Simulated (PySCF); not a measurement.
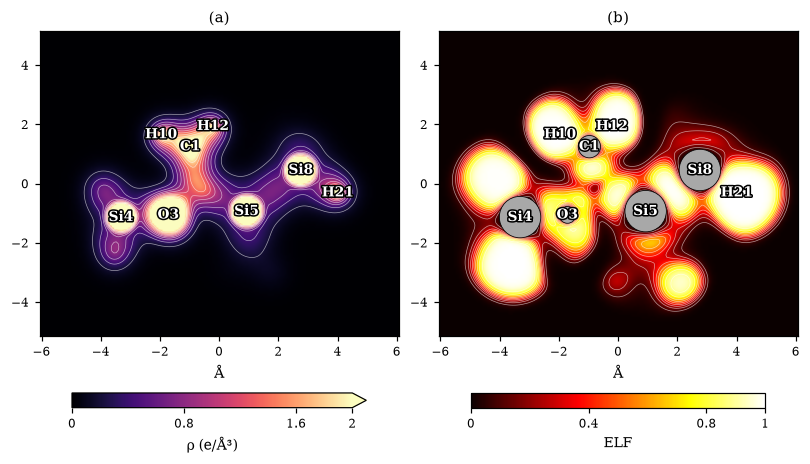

The picture shows: C₃H₁₅NO₂Si₃. (a) total electron density; (b) ELF on the plane of atoms Si5, Si8 and H21. Grey discs cover the atomic cores in the ELF map.

Geometry: GFN2-xTB.

Theory: PySCF, PBE0/pcSseg-1, SCF density, gas phase, non-relativistic.

Input file:

```
{"job": {"kind": "nmr", "xc": "PBE0", "basis": "pcSseg-1"}, "charge": 0, "multiplicity": 1}
C      0.486736     0.729791    -1.688672
C      0.802179    -0.202215    -0.531409
O      1.889412     0.292186     0.243645
Si     3.447303     0.494173    -0.125394
Si    -0.624566    -0.337799     0.763544
C     -0.106666    -1.771064     1.910828
O     -0.610834     1.081035     1.581715
Si    -2.753172    -0.507738    -0.089374
N     -3.156861     1.017882    -0.785481
H      1.330059     0.796910    -2.375323
H      0.268771     1.726392    -1.311648
H     -0.383703     0.362403    -2.225456
H      1.092132    -1.179077    -0.935732
H      3.663970     1.549417    -1.121281
H      3.948625     0.873789     1.189703
H      4.043907    -0.743824    -0.638636
H     -0.723815    -1.799574     2.804046
H     -0.203181    -2.733011     1.416980
H      0.928100    -1.668324     2.227807
H      0.230952     1.449430     1.849818
H     -3.709840    -0.967759     0.938853
H     -2.915628    -1.442267    -1.212997
H     -4.056976     1.148120    -1.219576
H     -2.898639     1.850886    -0.281321
```

Command:

```sh
OMP_NUM_THREADS=1 python probes_run.py task.json out
```

### Describe what can be read from this map.

The plane passes through C, O, Si and H nuclei.
Si–O (1.61 Å): ρ at the midpoint is about 1.2 e/Å³; the ELF peaks at about 0.85 between the atoms: a short, strongly polar bond.
Si–Si (2.30 Å): ρ is about 0.71 e/Å³ halfway; the ELF peaks at about 1 between the atoms (a covalent bond).
The ELF also peaks beside O3, away from the bonds: lone-pair regions.
